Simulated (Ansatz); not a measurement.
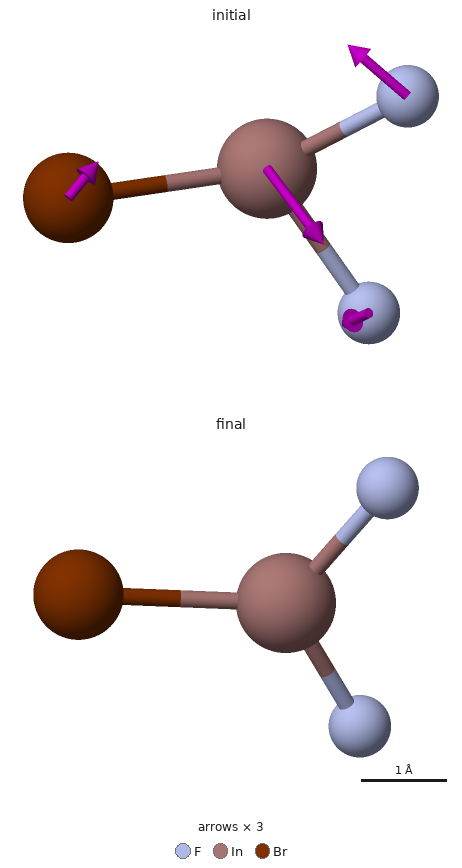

The structure of InBrF$_{2}$ (coarse preliminary run) before (top) and after (bottom) a relaxation, at one scale. The purple arrows give the displacements, 3 times their true length.

A ball-and-stick model, seen at a tilt.

The start comes from a force field.

Computed with RKS PBE-D4/def2-SVP in Ansatz.

Input
```yaml
crystal:
  periodic: [false, false, false]
  atoms:
    - {symbol: F, position_ang: [0.923300, 0.629800, 1.603300]}
    - {symbol: In, position_ang: [-0.317300, -0.206900, 0.023600]}
    - {symbol: F, position_ang: [1.031800, -1.776100, -0.251000]}
    - {symbol: Br, position_ang: [-1.582300, 1.293000, -1.396200]}
basis:
  gaussian: {orbitals: def2-SVP}
hamiltonian: {xc: pbe, dispersion: d4}
relax: {f_tol: 0.03, max_steps: 200}
```

**Describe what moved and what it gained.**

The energy falls by 0.832 eV in 4 geometry steps. The largest force component goes from 3.9 to 0.021 eV/Å. The atom that moves furthest after the best rigid fit is In2 (0.42 Å). By element the largest moves are In 0.42 Å, F 0.31 Å, Br 0.19 Å. Some distances before and after: F1–In2 2.176 → 1.962 Å, In2–F3 2.088 → 1.962 Å, In2–Br4 2.422 → 2.463 Å. Bond angles that change, for instance: F1–In2–F3 90.9° → 116.0°, F3–In2–Br4 136.5° → 122.0°, F1–In2–Br4 119.0° → 122.0°. The run took about 17 core-seconds on a shared host.
